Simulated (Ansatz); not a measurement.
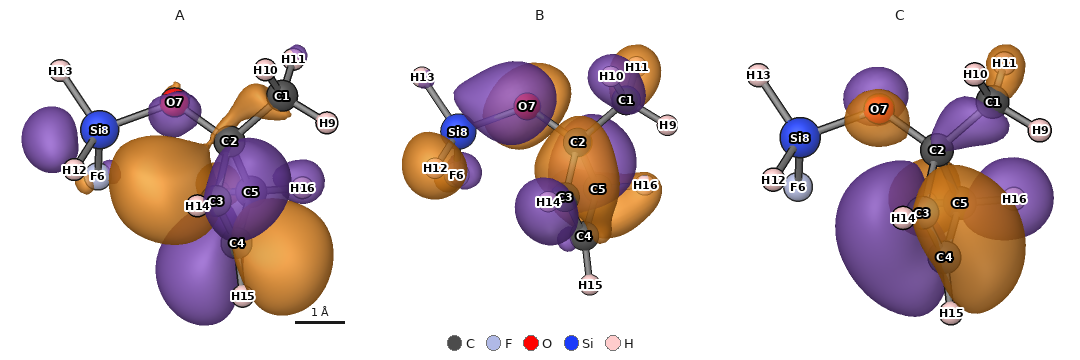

*C5H9FOSi (SMILES C[C@]1(O[SiH2]F)C=CC1). Three frontier orbitals at ±0.08 Å⁻³ᐟ² (orange and purple are the two phases), in no order.*

Geometry: PBE-D3(BJ)/def2-SVP.

All numbers below come from isolated molecule in a Gaussian basis; Kohn-Sham density functional theory, functional PBE0 in Ansatz.

The calculation's input:

```
crystal:
  periodic: [false, false, false]
  atoms:
    - {symbol: C, position_ang: [-2.074635, 0.534153, 2.010661]}
    - {symbol: C, position_ang: [-0.899503, 0.895968, 1.115060]}
    - {symbol: C, position_ang: [0.200026, 1.750230, 1.749098]}
    - {symbol: C, position_ang: [-0.041969, 2.808922, 0.943127]}
    - {symbol: C, position_ang: [-1.131652, 2.123518, 0.141830]}
    - {symbol: F, position_ang: [1.032423, 0.433461, -1.663674]}
    - {symbol: O, position_ang: [-0.474098, -0.310483, 0.470737]}
    - {symbol: Si, position_ang: [0.972388, -0.521463, -0.327648]}
    - {symbol: H, position_ang: [-2.482569, 1.435025, 2.508508]}
    - {symbol: H, position_ang: [-1.753121, -0.187718, 2.787858]}
    - {symbol: H, position_ang: [-2.874731, 0.059044, 1.408440]}
    - {symbol: H, position_ang: [2.160879, -0.158864, 0.508223]}
    - {symbol: H, position_ang: [0.967844, -1.948081, -0.765924]}
    - {symbol: H, position_ang: [0.890402, 1.561347, 2.586275]}
    - {symbol: H, position_ang: [0.373617, 3.828057, 0.894690]}
    - {symbol: H, position_ang: [-2.143381, 2.581909, 0.181277]}
    - {symbol: H, position_ang: [-0.874734, 1.894903, -0.912253]}
basis:
  gaussian:
    orbitals: def2-SVPD
hamiltonian:
  xc: {name: PBE0}
output: {forces: true, orbitals: {seedname: orbitals}}
```

Launched as:

```sh
ansatz run input.yaml --threads 4 --pin off --max-ram 7830MiB --events-out events.jsonl --progress --plain --runs-dir runs
```

### Order the three orbitals by energy and name them.

B is the HOMO−1 (−8.30 eV). Its weight (Hirshfeld) is mainly on O7 (about 30 %), C2 (about 15 %), C5 (about 15 %) and C3 (about 10 %). C is the HOMO (−7.64 eV). It lies mainly on C3 (about 35 %), C4 (about 30 %) and C5 (about 10 %); π-bonding across C3–C4. A is the LUMO (−0.37 eV). It lies mainly on C4 (about 35 %), C3 (about 25 %) and Si8 (about 5 %); π-antibonding (π*) across C4–C3.

### What is the HOMO–LUMO gap?

7.27 eV between the orbital energies.
